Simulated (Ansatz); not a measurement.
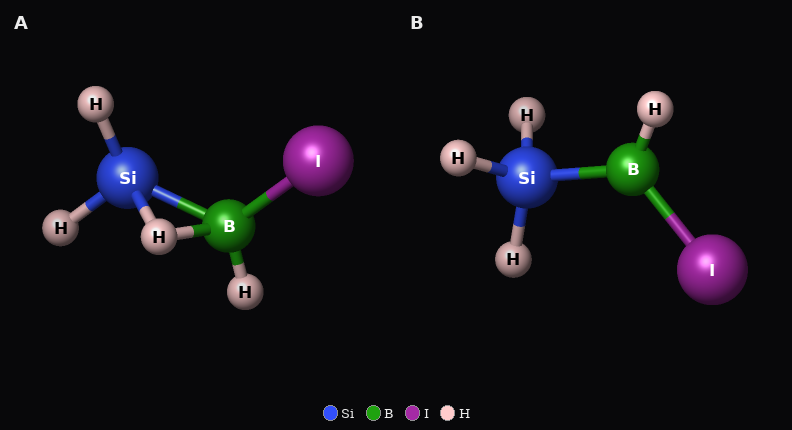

2 stationary structures of one formula. Geometries: PBE0-D4/def2-TZVP. Electronic energies: RHF-CCSD(T) (frozen core)/def2-TZVPP (Ansatz 0.2.0), without zero-point energy. No frequency run is at hand to confirm each as a minimum. Each is one conformer, not always the lowest.

Rank them by energy, lowest first.

B is lowest (Cs); A lies 48.8 kJ/mol above it (C1).
